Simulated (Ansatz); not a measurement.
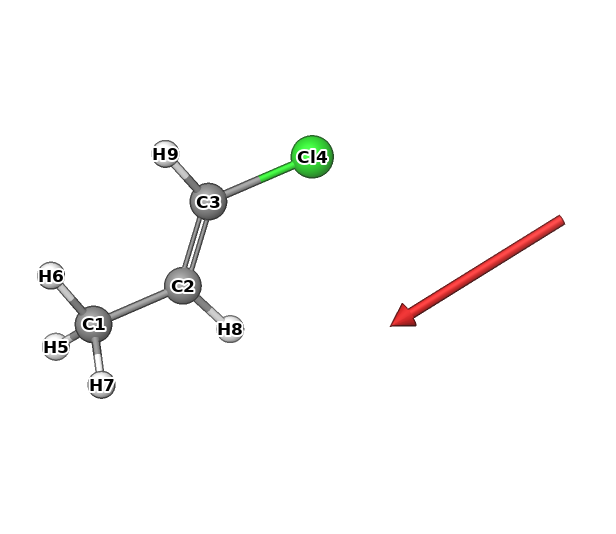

The arrow beside the molecule shows the direction of the dipole moment, from the negative to the positive end (its length means nothing). The computed structure is the end point of a PBE-D4/def2-SVP optimisation. No frequency run is at hand to confirm it as a minimum. Method: RKS PBE-D4/def2-SVP (Ansatz 0.2.0).

> How large is the dipole moment?

1.67 D; it points from the side of Cl4 to the side of H5, H7 (the outermost atoms at the two ends).
